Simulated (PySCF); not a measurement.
**CdH2: relaxation and vibrations of the singlet**

Where does singlet CdH2 go from a linear start, is the end point a minimum, and what are its modes, charges and moments?

Computed with PySCF 2.14.0. Level: PBE0, basis Cd def2-TZVP with ECP28, H def2-TZVP, scalar-relativistic core potentials, no spin–orbit coupling, density fitting.

## 1. Where the work starts

3 atoms, charge 0, spin multiplicity 1.

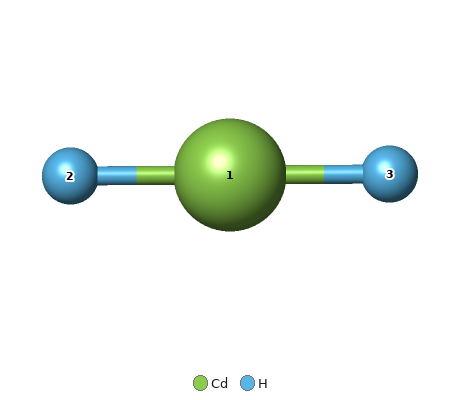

As it starts; cadmium green, hydrogen blue; atoms are numbered from 1 in the order of the file.

```xyz
3
charge 0 multiplicity 1
Cd    0.0000    0.0000    0.0000
H     0.0000    0.0000    1.6800
H     0.0000    0.0000   -1.6800
```

## 2. First SCF at the start

One driver script runs all steps and calls PySCF; scf.py shows how it sets up the SCF of each step. The optimiser is the driver's own. After this first run the driver tries any further starts and a stability analysis.

The input, scf.py:

```python
from pyscf import gto, scf, dft
mol = gto.M(atom='''
Cd     0.000000     0.000000     0.000000
H      0.000000     0.000000     1.680000
H      0.000000     0.000000    -1.680000''',
    basis={'Cd': 'def2-TZVP', 'H': 'def2-TZVP'},
    ecp={'Cd': 'def2-TZVP'},
    charge=0, spin=0)
mf = dft.RKS(mol, xc='PBE0')
mf.grids.atom_grid = (50, 194)
aux = {'Cd': 'def2-universal-JKFIT', 'H': 'def2-universal-JKFIT'}
mf = mf.density_fit(auxbasis=aux)
mf.conv_tol = 1e-08
mf.diis_space = 10
mf.max_cycle = 60
mf.init_guess = 'minao'
mf.verbose = 4
mf.kernel()
```

Command:

```console
OMP_NUM_THREADS=2 python axn.py task.json out
```

Output:

```text
init E= -156.533610636314
  HOMO = -0.783588308316375  LUMO = -0.529479496928508  gap/eV = 6.91465
cycle= 1 E= -167.500265803558  delta_E=  -11  |g|= 3.26  |ddm|= 5.49
  HOMO = 0.112590414840527  LUMO = 0.117118013674693  gap/eV = 0.12320
cycle= 2 E= -155.859576750731  delta_E= 11.6  |g|=  7.2  |ddm|= 7.77
  HOMO = -0.408549292546284  LUMO = -0.14433113399126  gap/eV = 7.18974
cycle= 3 E= -168.777291389892  delta_E= -12.9  |g|= 0.841  |ddm|= 6.79
  HOMO = -0.282234258589765  LUMO = -0.0131253301976307  gap/eV = 7.32283
cycle= 4 E= -168.918959916983  delta_E= -0.142  |g|= 0.0442  |ddm|= 1.32
  HOMO = -0.281750849709822  LUMO = -0.0250897422883581  gap/eV = 6.98410
cycle= 5 E= -168.919605701705  delta_E= -0.000646  |g|= 0.00965  |ddm|= 0.075
  HOMO = -0.286683526795547  LUMO = -0.0258676870955107  gap/eV = 7.09716
cycle= 6 E= -168.919644341616  delta_E= -3.86e-05  |g|= 0.0016  |ddm|= 0.0184
  HOMO = -0.286288990746575  LUMO = -0.0258522243027825  gap/eV = 7.08685
cycle= 7 E= -168.919644830122  delta_E= -4.89e-07  |g|= 0.000173  |ddm|= 0.00153
  HOMO = -0.286318382724223  LUMO = -0.0258654552640689  gap/eV = 7.08729
cycle= 8 E= -168.919644834174  delta_E= -4.05e-09  |g|= 1.01e-05  |ddm|= 0.000181
  HOMO = -0.286315296832324  LUMO = -0.0258632219727574  gap/eV = 7.08726
Extra cycle  E= -168.91964483417  delta_E= 4.23e-12  |g|= 1.31e-05  |ddm|= 1.6e-05
converged SCF energy = -168.91964483417
```

This step, with its further starts and checks, ran for 2 s (2 threads of Arm Neoverse V2, shared host).

Energies from each starting density:

```csv
start,energy (Eh)
the minimal-basis guess,-168.919645
a thermally smeared density,-168.919645
a smeared PBE density,-168.919645
```

No lower closed-shell solution turned up from the other starts or in the test of internal stability.

## 3. Relaxing the singlet from the linear start

The program finds D∞h symmetry in the start, which this walk keeps.

scf.py, as its differences from that of step 2:

```diff
@@ -16 +15,0 @@
-mf.init_guess = 'minao'
```

The optimiser's trace:

| step | energy (Eh) | change (kJ/mol) | largest symmetric gradient (Eh/bohr) |
| --- | --- | --- | --- |
| 0 | -168.919645 | 0.00 | 0.00058 |
| 1 | -168.919647 | -0.01 | 0.00029 |

The walk took 0.8 s.

End point (D∞h, 1 steps, 0.0 kJ/mol gained): Cd–H 1.679 Å (×2); H–Cd–H 180.0°.

## 4. Is it a minimum? Harmonic modes

The point is checked on the finer grid, and tightened if its gradient asks for it. The Hessian and the dipole derivatives come from central differences of analytic gradients, with steps of 0.02 bohr.

scf.py, as its differences from that of step 3:

```diff
@@ -4,2 +4,2 @@
-H      0.000000     0.000000     1.680000
-H      0.000000     0.000000    -1.680000''',
+H      0.000000     0.000000     1.677630
+H     -0.000000    -0.000000    -1.677630''',
@@ -10 +10 @@
-mf.grids.atom_grid = (50, 194)
+mf.grids.atom_grid = (75, 302)
@@ -13 +13 @@
-mf.conv_tol = 1e-08
+mf.conv_tol = 1e-10
```

The driver hands on the density of the step before, so the log starts near convergence.

SCF at the final geometry:

```text
init E= -168.919646390207
  HOMO = -0.286424589784865  LUMO = -0.0258396980569225  gap/eV = 7.09088
cycle= 1 E= -168.919646390207  delta_E= 3.69e-13  |g|= 2.93e-06  |ddm|= 3.18e-06
  HOMO = -0.286424678932298  LUMO = -0.0258398450915986  gap/eV = 7.09087
Extra cycle  E= -168.919646390206  delta_E= 7.11e-13  |g|= 3.67e-06  |ddm|= 3.87e-06
converged SCF energy = -168.919646390206
```

The whole step took 5 s.

Geometry: D∞h; Cd–H 1.678 Å (×2); H–Cd–H 180.0°.

Harmonic modes (main isotopes):

| symmetry | ω (cm⁻¹) | IR (km/mol) |
| --- | --- | --- |
| πu | 642 | 282 |
| σu+ | 1807 | 399 |
| σg+ | 1826 | 0.0 |

Every mode is real; the point is a minimum.

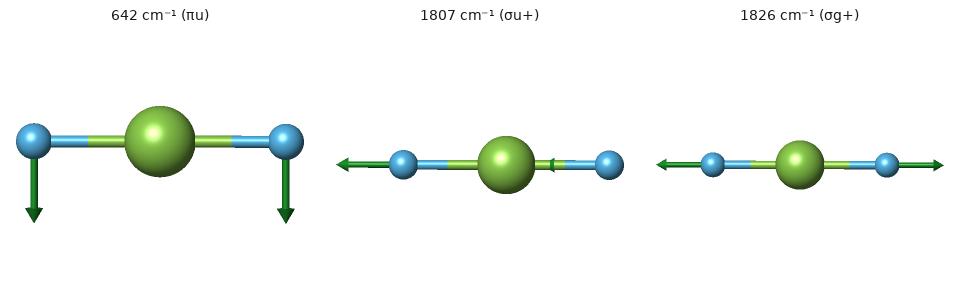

Displacements of 3 of the modes, as arrows (one member where a mode is degenerate).

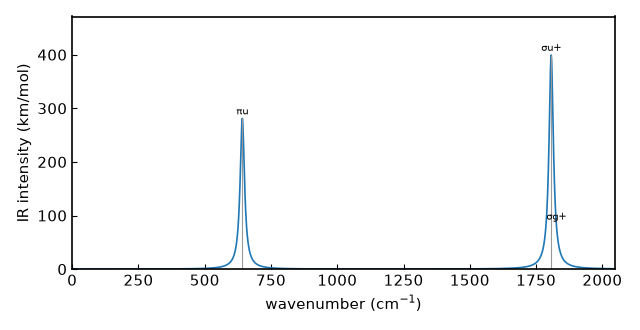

The harmonic infrared spectrum (widths in cm⁻¹). Lines are broadened to a width of 20 cm⁻¹ (Lorentzian).

Properties at this point:

- Dipole moment: 0.00 D
- Highest occupied level: -7.79 eV
- Lowest empty level: -0.70 eV
- Rotational constants: 2.972 cm⁻¹
- Zero-point energy: 29.4 kJ/mol
- Principal polarisabilities: 25.6, 25.6, 41.4 bohr³
- Atomisation energy without zero-point energy: 375 kJ/mol
- Principal traceless quadrupole moments about the centre of mass: -7.24, 3.62, 3.62 D Å
- Entropy at 298.15 K and 1 bar: 209.2 J/(mol K)
- Heat capacity Cp at 298.15 K: 37.2 J/(mol K)
- Enthalpy at 298.15 K above 0 K: 9.41 kJ/mol
- Rotational symmetry number: 2

Charges (e) and bond orders:

```csv
atom,Mulliken,Löwdin,polar tensor,Mayer order to Cd1
Cd1,0.29,0.35,0.66,–
"H2,3",-0.15,-0.17,-0.33,0.92
```

Mulliken populations on Cd1 (outside its core potential): s 3.20, p 6.57, d 9.93, f 0.00.

## 5. Stability of the closed shell

At the lowest minimum the closed shell is tested against spin polarisation, on the (50, 194) grid. It is stable.

## 6. Results

```
                                 quantity                             value
                                  minimum                      singlet, D∞h
                                 geometry  Cd–H 1.678 Å (×2); H–Cd–H 180.0°
                       wavenumbers (cm⁻¹)  642 (πu), 1807 (σu+), 1826 (σg+)
                            dipole moment                            0.00 D
     highest occupied, lowest empty level                   -7.79, -0.70 eV
               polar-tensor charge of Cd1                           +0.66 e
                        zero-point energy                       29.4 kJ/mol
                      entropy at 298.15 K                   209.2 J/(mol K)
atomisation energy (no zero-point energy)                        375 kJ/mol
```

**Reading.** The molecule stays D∞h, as typed, and the end point is a minimum. The strongest infrared band lies at 1807 cm⁻¹ (σu+, stretch). The dipole vanishes although Cd1 carries +0.7 e by the polar tensor: the bond dipoles cancel. Other starts or spin states, not run here, may lie lower.

The search up to here ran for 8.3 s (2 threads of Arm Neoverse V2, shared host).
